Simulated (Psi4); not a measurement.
# C2H4SSi (SMILES [SiH3]C#CS) at B3LYP/def2-SVPD (density fitting, sweep point 5)

Wanted: a single-point energy of C2H4SSi. The job is set up through a Python script.

The results are computed with Psi4 1.11.

6 further runs of the same task are left out: 6 set aside as unsound or not needed.

### 1 The molecule

C2H4SSi: 8 atoms, total charge 0, spin state singlet. As SMILES, `[SiH3]C#CS`. Geometry: relaxed at PBE0-D4/def2-TZVP.

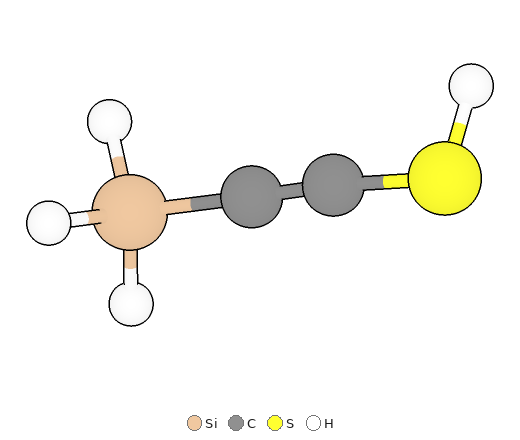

The structure, seen from a chosen angle (silicon light orange, carbon grey, sulfur yellow, hydrogen white).

### 2 The energy at B3LYP/def2-SVPD (density fitting, sweep point 5)

job.py reads:

```python
import psi4

psi4.set_memory(1600000000)
psi4.set_num_threads(1)
psi4.set_output_file('run.log', False)

molecule = psi4.geometry("""
0 1
Si    -0.315300     1.472200    -0.615100
C     -0.112800    -0.194000     0.079300
C      0.040500    -1.305700     0.541200
S      0.116100    -2.848300     1.189600
H     -1.151000     1.412300    -1.840200
H     -0.967800     2.361000     0.378600
H      1.025200     2.010600    -0.955600
H      1.457300    -2.965300     1.166400
symmetry c1
""")

psi4.set_options(dict(basis='def2-SVPD', scf_type='df', guess='modhuckel'))

e_tot, wfn = psi4.energy("b3lyp", molecule=molecule, return_wfn=True)
print(f'total energy {e_tot:.8f} hartree = {e_tot * 27.211386:.5f} eV')
for k, v in sorted(psi4.core.scalar_variables().items()):
    print(f'{k:45s} {v:18.10f}')
```

Run with:

```bash
$ python job.py
```

run.log:

```text
h
    h
    h

    -----------------------------------------------------------------------

    Memory:     1.5 GiB
    Threads:    1
                ecpint, einsums, f̶o̶r̶t̶e̶, gauxc, gcp, g̶d̶m̶a̶, geometric, g̶p̶u̶_̶d̶f̶c̶c̶,
                i̶n̶t̶e̶g̶r̶a̶t̶o̶r̶x̶x̶, i̶p̶i̶, libefp, m̶d̶i̶, m̶p̶2̶d̶, m̶r̶c̶c̶, ooo,
                o̶p̶e̶n̶f̶e̶r̶m̶i̶o̶n̶p̶s̶i̶4̶, pcmsolver, p̶s̶i̶4̶f̶o̶c̶k̶c̶i̶, p̶s̶i̶x̶a̶s̶,
                p̶y̶e̶i̶n̶s̶u̶m̶s̶, r̶e̶s̶p̶, s̶i̶m̶i̶n̶t̶, s̶n̶s̶m̶p̶2̶,
                v̶2̶r̶d̶m̶_̶c̶a̶s̶s̶c̶f̶

   => Loading Basis Set <=

    Name: DEF2-SVPD
    Role: ORBITAL
    Keyword: BASIS

         ---------------------------------------------------------
                                   SCF
                              RKS Reference
                        1 Threads,   1525 MiB Core
         ---------------------------------------------------------

  ==> Geometry <==

    Molecular point group: c1
    Full point group: C1

    Geometry (in Angstrom), charge = 0, multiplicity = 1:

       Center              X                  Y                   Z               Mass
    ------------   -----------------  -----------------  -----------------  -----------------
         SI          -0.251533206221     2.211390080553    -0.922109426781    27.976926534650
         C           -0.049033206221     0.545190080553    -0.227709426781    12.000000000000
         C            0.104266793779    -0.566509919447     0.234190573219    12.000000000000
         S            0.179866793779    -2.109109919447     0.882590573219    31.972071174400
         H           -1.087233206221     2.151490080553    -2.147209426781     1.007825032230
         H           -0.904033206221     3.100190080553     0.071590573219     1.007825032230
         H            1.088966793779     2.749790080553    -1.262609426781     1.007825032230
         H            1.521066793779    -2.226109919447     0.859390573219     1.007825032230

  Running in c1 symmetry.

  Rotational constants: A =      2.20025  B =      0.04505  C =      0.04484 [cm^-1]
  Rotational constants: A =  65961.69912  B =   1350.58382  C =   1344.26387 [MHz]
  Nuclear repulsion =  164.721086815611926

  Charge       = 0
  Multiplicity = 1
  Electrons    = 46
  Nalpha       = 23
  Nbeta        = 23

  ==> Algorithm <==

  SCF Algorithm Type is DF.
  DIIS enabled.
  MOM disabled.
  Fractional occupation disabled.
  Guess Type is MODHUCKEL.
  Energy threshold   = 1.00e-06
  Density threshold  = 1.00e-06
  Integral threshold = 1.00e-12

  ==> Primary Basis <==

  Basis Set: DEF2-SVPD
    Blend: DEF2-SVPD
    Number of shells: 53
    Number of basis functions: 123
    Number of Cartesian functions: 131
    Spherical Harmonics?: true
    Max angular momentum: 2

  ==> DFT Potential <==

   => LibXC <=

    Version 7.1.2

   => Composite Functional: B3LYP <=

    B3LYP Hyb-GGA Exchange-Correlation Functional

    Deriv               =              1
    GGA                 =           TRUE
    Meta                =          FALSE

    Exchange Hybrid     =           TRUE
    MP2 Hybrid          =          FALSE

   => Exchange Functionals <=

    0.0800   Slater exchange
    0.7200         Becke 88

   => Exact (HF) Exchange <=

    0.2000               HF

   => Correlation Functionals <=

    0.1900   Vosko, Wilk & Nusair (VWN5_RPA)
    0.8100   Lee, Yang & Parr

   => LibXC Density Thresholds  <==

    XC_HYB_GGA_XC_B3LYP:  1.00E-15

   => Molecular Quadrature <=

    Radial Scheme          =       TREUTLER
    Pruning Scheme         =           NONE
    Nuclear Scheme         =       TREUTLER

    Blocking Scheme        =         OCTREE
    BS radius alpha        =              1
    Pruning alpha          =              1
    Radial Points          =             75
    Spherical Points       =            302
    Total Points           =         174341
    Total Blocks           =           1369
    Max Points             =            256
    Max Functions          =            121
    Weights Tolerance      =       1.00E-15

   => Loading Basis Set <=

    Name: (DEF2-SVPD AUX)
    Role: JKFIT
    Keyword: DF_BASIS_SCF

  ==> Integral Setup <==

  DFHelper Memory: AOs need 0.057 GiB; user supplied 0.611 GiB.
  SCF_SUBTYPE=INCORE selected. In-core MEM_DF algorithm will be used.
  Using in-core AOs.

  ==> MemDFJK: Density-Fitted J/K Matrices <==

    J tasked:                   Yes
    K tasked:                   Yes
    wK tasked:                   No
    Memory [MiB]:               625
    Algorithm:                 Core
    Schwarz Cutoff:           1E-12
    Mask sparsity (%):       3.5957
    Fitting Condition:        1E-10

   => Auxiliary Basis Set <=

  Basis Set: (DEF2-SVPD AUX)
    Blend: DEF2-UNIVERSAL-JKFIT
    Number of shells: 150
    Number of basis functions: 478
    Number of Cartesian functions: 568
    Spherical Harmonics?: true
    Max angular momentum: 4

  Cached 100.0% of DFT collocation blocks in 0.507 [GiB].

  Minimum eigenvalue in the overlap matrix is 2.2967942879E-05.
  Reciprocal condition number of the overlap matrix is 2.9296611549E-06.
    Using symmetric orthogonalization.

  ==> Pre-Iterations <==

   -------------------------------------------------------
    Irrep   Nso     Nmo     Nalpha   Nbeta   Ndocc  Nsocc
   -------------------------------------------------------
     A        123     123      23      23      23       0
   -------------------------------------------------------
    Total     123     123      23      23      23       0
   -------------------------------------------------------

  ==> Iterations <==

                           Total Energy        Delta E     RMS |[F,P]|

   @DF-RKS iter   1:  -764.95492814778402   -7.64955e+02   1.33617e-02 ADIIS/DIIS
   @DF-RKS iter   2:  -765.50974753450748   -5.54819e-01   7.42481e-03 ADIIS/DIIS
   @DF-RKS iter   3:  -765.70736123495089   -1.97614e-01   5.64203e-03 ADIIS/DIIS
   @DF-RKS iter   4:  -765.96934715045518   -2.61986e-01   2.11588e-03 ADIIS/DIIS
   @DF-RKS iter   5:  -765.99540115450941   -2.60540e-02   1.18043e-03 ADIIS/DIIS
   @DF-RKS iter   6:  -766.00720965719302   -1.18085e-02   1.45966e-04 ADIIS/DIIS
   @DF-RKS iter   7:  -766.00740009168260   -1.90434e-04   2.46624e-05 DIIS
   @DF-RKS iter   8:  -766.00740564585703   -5.55417e-06   6.83789e-06 DIIS
   @DF-RKS iter   9:  -766.00740613001472   -4.84158e-07   9.71137e-07 DIIS
  Energy and wave function converged.

  ==> Post-Iterations <==

   Electrons on quadrature grid:
      Ntotal   =   46.0000061355 ; deviation = 6.135e-06

    Orbital Energies [Eh]
    ---------------------

    Doubly Occupied:

       1A    -88.903662     2A    -66.132798     3A    -10.221803
       4A    -10.183519     5A     -7.992792     6A     -5.962407
       7A     -5.958458     8A     -5.952348     9A     -5.297503
      10A     -3.660049    11A     -3.659007    12A     -3.658901
      13A     -0.825328    14A     -0.726449    15A     -0.575065
      16A     -0.511435    17A     -0.420975    18A     -0.402431
      19A     -0.371300    20A     -0.364441    21A     -0.346084
      22A     -0.293529    23A     -0.250495

    Virtual:

      24A     -0.035985    25A     -0.006064    26A     -0.005689
      27A      0.011587    28A      0.021080    29A      0.028638
      30A      0.053796    31A      0.057712    32A      0.060944
      33A      0.067014    34A      0.078015    35A      0.099113
      36A      0.128114    37A      0.131508    38A      0.137816
      39A      0.143573    40A      0.153708    41A      0.153996
      42A      0.164930    43A      0.198260    44A      0.213793
      45A      0.224919    46A      0.226141    47A      0.242938
      48A      0.244857    49A      0.263766    50A      0.279981
      51A      0.280610    52A      0.283893    53A      0.290681
      54A      0.305149    55A      0.305656    56A      0.316523
      57A      0.326290    58A      0.326431    59A      0.353183
      60A      0.360921    61A      0.387731    62A      0.398045
      63A      0.415960    64A      0.433410    65A      0.455932
      66A      0.466482    67A      0.466902    68A      0.480672
      69A      0.513725    70A      0.531866    71A      0.553873
      72A      0.604871    73A      0.625720    74A      0.633968
      75A      0.654377    76A      0.658048    77A      0.717111
      78A      0.737666    79A      0.740171    80A      0.759622
      81A      0.780878    82A      0.789906    83A      0.798455
      84A      0.811124    85A      0.855958    86A      0.905855
      87A      0.942351    88A      0.980157    89A      0.994795
      90A      1.024712    91A      1.037650    92A      1.056874
      93A      1.076940    94A      1.084177    95A      1.135870
      96A      1.142303    97A      1.168851    98A      1.221987
      99A      1.249321   100A      1.439176   101A      1.563654
     102A      1.581017   103A      1.590327   104A      1.607334
     105A      1.667528   106A      1.677181   107A      1.688424
     108A      1.723873   109A      1.735917   110A      1.791077
     111A      1.809141   112A      1.889997   113A      1.901120
     114A      2.033461   115A      2.034099   116A      2.048185
     117A      2.222885   118A      2.259665   119A      2.262460
     120A      2.569658   121A      2.587594   122A      2.632669
     123A      3.247791

    Final Occupation by Irrep:
              A
    DOCC [    23 ]
    NA   [    23 ]
    NB   [    23 ]

  @DF-RKS Final Energy:  -766.00740613001472

   => Energetics <=

    Nuclear Repulsion Energy =            164.7210868156119261
    One-Electron Energy =               -1382.2494444433016270
    Two-Electron Energy =                 498.9971000270238051
    DFT Exchange-Correlation Energy =     -47.4761485293488050
    Empirical Dispersion Energy =           0.0000000000000000
    VV10 Nonlocal Energy =                  0.0000000000000000
    Total Energy =                       -766.0074061300147150

Computation Completed

Properties will be evaluated at   0.000000,   0.000000,   0.000000 [a0]

Properties computed using the SCF density matrix

 Multipole Moments:

 ------------------------------------------------------------------------------------
     Multipole            Electronic (a.u.)      Nuclear  (a.u.)        Total (a.u.)
 ------------------------------------------------------------------------------------

 L = 1.  Multiply by 2.5417464519 to convert [e a0] to [Debye]
 Dipole X            :         -0.2424869            0.5793381            0.3368512
 Dipole Y            :         -5.5960268            5.4067780           -0.1892488
 Dipole Z            :          2.3822211           -2.3206472            0.0615739
 Magnitude           :                                                    0.3912482

 ------------------------------------------------------------------------------------

	total time  =          7 seconds =       0.12 minutes
```

Standard output:

```text
total energy -766.00740613 hartree = -20844.12321 eV
CURRENT ENERGY                                   -766.0074061300
CURRENT REFERENCE ENERGY                         -766.0074061300
DD SOLVATION ENERGY                                 0.0000000000
DFT FUNCTIONAL TOTAL ENERGY                      -766.0074061300
DFT TOTAL ENERGY                                 -766.0074061300
DFT VV10 ENERGY                                     0.0000000000
DFT XC ENERGY                                     -47.4761485293
GRID ELECTRONS ALPHA                               23.0000030677
GRID ELECTRONS BETA                                23.0000030677
GRID ELECTRONS TOTAL                               46.0000061355
NUCLEAR REPULSION ENERGY                          164.7210868156
ONE-ELECTRON ENERGY                             -1382.2494444433
PCM POLARIZATION ENERGY                             0.0000000000
PE ENERGY                                           0.0000000000
SCF ITERATION ENERGY                             -766.0074061300
SCF ITERATIONS                                      9.0000000000
SCF TOTAL ENERGY                                 -766.0074061300
TWO-ELECTRON ENERGY                               498.9971000270
XC GRID RADIAL POINTS                              75.0000000000
XC GRID SPHERICAL POINTS                          302.0000000000
XC GRID TOTAL POINTS                           174341.0000000000
```

Wall time 9 s (1 thread of Intel Xeon Platinum 8259CL at 2.50GHz (Skylake/Cascade Lake), shared host); peak memory 0.78 GiB.

### 3 Summary of results

At B3LYP/def2-SVPD (density fitting, sweep point 5):

| quantity | value |
| --- | --- |
| total energy | -766.00741 Eh |
| dipole moment | 0.99 D |
| HOMO energy | -6.82 eV |
| LUMO energy | -0.98 eV |
| HOMO–LUMO gap | 5.84 eV |
